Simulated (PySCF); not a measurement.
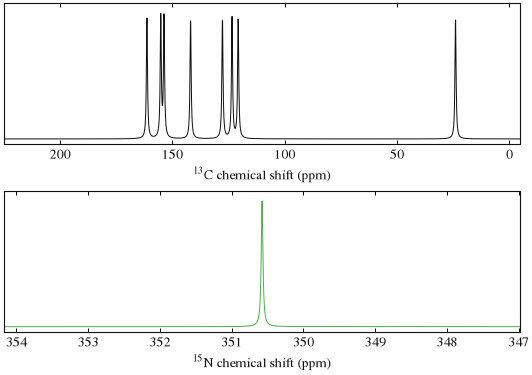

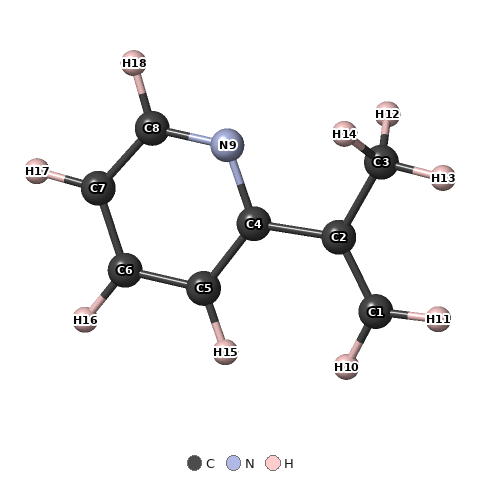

Spectrum and numbered structure of C₈H₉N, SMILES C=C(C)c1ccccn1. GIAO shifts, PBE0/pcSseg-1 (IEF-PCM cyclohexane), PySCF, at a PBE0-D3(BJ)/def2-SVP geometry (no frequency check), against TMS for ¹³C and NH₃ for ¹⁵N computed at the same level (¹⁵N: a single molecule, while the usual scales start at liquid NH₃ or nitromethane; multiply bonded nitrogen can come out tens of ppm too deshielded). fully decoupled, line heights follow the number of nuclei, widths are arbitrary (no quadrupolar broadening); values of one conformer, averaged over methyl-type rotors and exact or near symmetry; other conformers aren't averaged in.

Question: Which atoms give which ¹³C line?

Answer:
```csv
δ (ppm),nuclei,atoms
161.3,1,C4
155.1,1,C8
153.7,1,C2
141.8,1,C6
127.6,1,C7
123.4,1,C5
120.6,1,C1
23.9,1,C3
```

The order of signals that lie close, as those under 2 ppm apart, is within the error of the method.

Question: Where does the ¹⁵N line lie?

Answer: At 350.6 ppm (N9).
